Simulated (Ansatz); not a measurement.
CoSn (CoSn type, space group P6/mmm), scan of one atom of the cell

CoSn (CoSn type, space group P6/mmm)

```xyz
6
Lattice="5.2416 0.0000 0.0000 -2.6208 4.5394 0.0000 0.0000 0.0000 4.1879" Properties=species:S:1:pos:R:3 pbc="T T T"
Co     2.6208     0.0000     0.0000
Co     1.3104     2.2697     0.0000
Co    -1.3104     2.2697     0.0000
Sn     0.0000     0.0000     0.0000
Sn     0.0000     3.0263     2.0940
Sn     2.6208     1.5131     2.0940
```

Scan: atom 2 (Co, nearest neighbour Sn at 2.583 Å; its periodic images, 4.2 Å or more away, move with it) is displaced along Cartesian z, direction (0.000, 0.000, 1.000) in Cartesian axes, by s. The other atoms stay.

These are r2SCAN (plane waves to 500 eV, PAW, scalar-relativistic; Ansatz, an electronic-structure program) values and carry that method's errors. k mesh 8×8×9 (Γ-centred), Fermi-Dirac smearing 0.05 eV. The energy includes the smearing's −TS. With partly filled bands, energies and forces of such displacements shift with the k mesh and the smearing. F∥ is the force on the atom along that direction. CoSn is run without spin polarisation. CoSn was relaxed with its symmetry unable to fall. ΔE is measured from the undisplaced structure.

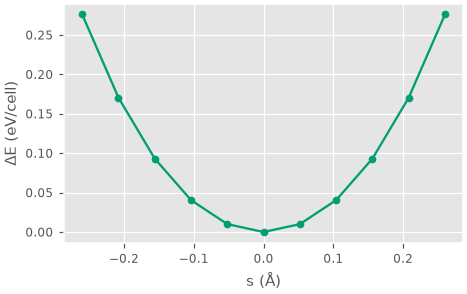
Figure. ΔE (eV/cell) against s (Å); markers are the computed points, lines only join them.

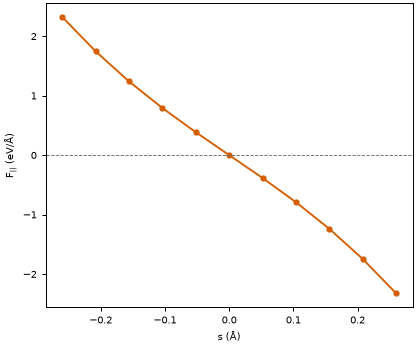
*F∥ (eV/Å) against s (Å); computed points joined by lines.*

The energy at s = 0.260 Å comes out as 276 meV/cell and the force along the line at s = -0.260 Å is 2.32 eV/Å. The force constant k = d²E/ds² at s = 0 (finite differences) is 7.34 eV/Å². Harmonic estimate at the end of the scan: ½ks² = 248 meV/cell against the computed 276 meV/cell, so the well is stiffer than harmonic there. Shape of the curve: a single well with its minimum at or next to zero displacement.

The forces along the line at the two nearest points give (0.385 − (-0.385)) / (2·0.052) = 7.40 eV/Å²; the next pair corrects for the finite step.

(A displaced cell: forces are minus the slopes of the energy, force constants its curvatures, and phonons follow from these.)
